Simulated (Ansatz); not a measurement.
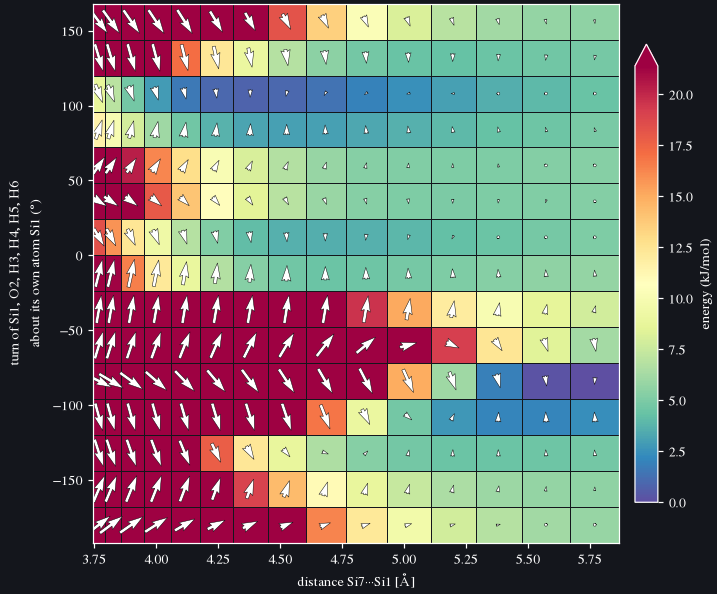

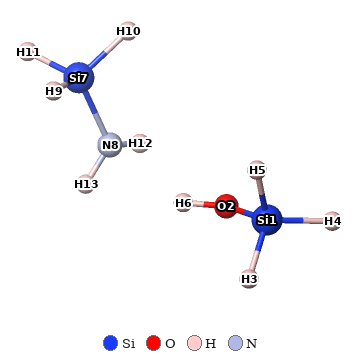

Energy landscape of the pair H₄OSi···H₅NSi. The turn is about an axis along (−0.85, −0.52, 0.10) in the frame of the relaxed pair, normal to the line between the partners. The first coordinate is: distance Si7···Si1; the second: turn of Si1, O2, H3, H4, H5, H6 about its own atom Si1. Grid: 15 × 15 points. Points are written as (first, second). Energies: kJ/mol, counted from the lowest grid point. Energies and slopes of some neighbouring points disagree (a jump in structure or state, or too coarse a mesh). The calculation used RHF/def2-SVPD in Ansatz.

Drawn: one coloured cell a grid point, arrows along the force (downhill), their lengths compressed, one colour for all values above the top of the scale. The second picture is the structure at the lowest point.

Describe this landscape.

The lowest grid point is at (5.770 Å, −84°). It lies on the edge of the grid, but the force there points inwards, so the minimum lies inside the range. Other grid points that lie below all their neighbours: (4.380 Å, 108°) (0.8 kJ/mol higher); (4.683 Å, 12°) (3.6 kJ/mol higher). The highest grid point, (3.770 Å, −84°), lies 1150 kJ/mol above the lowest.

Grid values (kJ/mol):

```tsv
second ↓, first →	3.770	3.819	3.901	4.001	4.116	4.243	4.380	4.527	4.683	4.847	5.018	5.197	5.381	5.573	5.770
156	109	97	79	62	47	35	25	18	13	10	8	7	6	6	6
132	45	39	31	23	17	12	9	7	5	5	4	4	4	5	5
108	9	7	5	3	2	1	1	1	1	2	2	3	4	4	4
84	12	10	8	6	5	4	3	3	3	3	4	4	4	5	5
60	27	24	20	16	13	10	8	7	6	5	5	5	5	5	5
36	31	28	23	18	14	11	8	7	6	5	5	5	5	5	5
12	18	16	12	9	7	5	4	4	4	4	4	4	4	5	5
−12	25	21	16	12	9	7	5	5	4	5	5	5	5	6	6
−36	174	157	131	105	82	62	47	35	26	20	15	12	10	9	8
−60	730	653	541	426	322	234	165	112	74	48	30	19	12	8	6
−84	1150	1006	796	591	414	276	175	105	59	31	15	6	2	0	0
−108	427	363	276	196	132	85	52	30	17	9	5	3	2	2	2
−132	71	61	48	35	25	18	12	9	7	5	5	4	4	5	5
−156	70	63	53	42	33	25	19	14	11	9	7	6	6	6	6
−180	120	108	90	72	55	41	31	22	16	12	10	8	7	6	6
```

Each point was launched as `ansatz run input.yaml --threads 1 --pin off --max-ram 2560MiB --backend cpu --events-out ev --progress --plain --runs-dir out`. The whole map (225 points run) took 20 min on 1 thread of Intel(R) Xeon(R) 6975P-C (Granite Rapids) (shared host).
